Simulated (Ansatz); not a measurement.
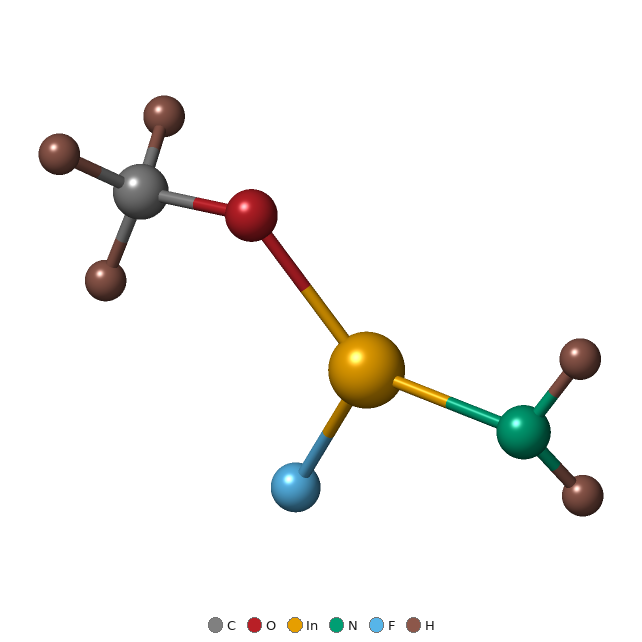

Harmonic vibrations computed with RKS PBE0-D4/def2-TZVP, core potentials on In (Ansatz 0.2.0) at a stationary point of the same level.

### Minimum or transition state?

A minimum: no imaginary frequency, and the lowest mode lies at 47 cm⁻¹.

### How many vibrational modes are there, and where do they lie?

24 modes: 47, 79, 81, 119, 146, 241, 248, 485, 550, 577, 642, 832, 1107, 1172, 1197, 1477, 1491, 1500, 1554, 3003, 3065, 3078, 3555, 3657 cm⁻¹.
